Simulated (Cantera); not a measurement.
Input: 1 mol SiH2Cl2, 3.7 mol O3, 5.6 mol N2, 0.81 mol O2, at 29.0 Pa.

Method: chemical equilibrium by Gibbs-energy minimisation in Cantera with the NASA 1993 tables (ideal gas, pure condensed phases). Candidate condensed phases: H2O, NH4Cl, Si, SiO2, Si2N2O, Si3N4; 47 gas species. The tables hold silica as quartz up to 1696 K and as liquid above; real silica turns to tridymite and cristobalite and melts near 1996 K. Kinetics and transport are ignored.

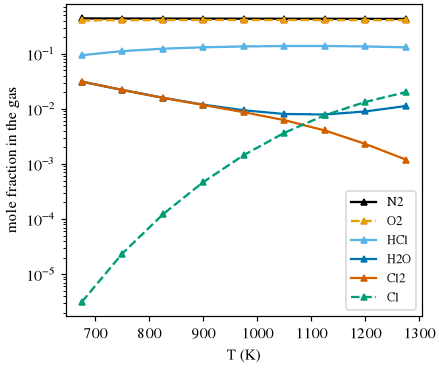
Fig. 1. Equilibrium gas composition (values under 1e-9 drawn at 1e-9)

From 675 K to 825 K the condensed part is SiO2(α-quartz). From 900 K to 1275 K the condensed part is SiO2(β-quartz).
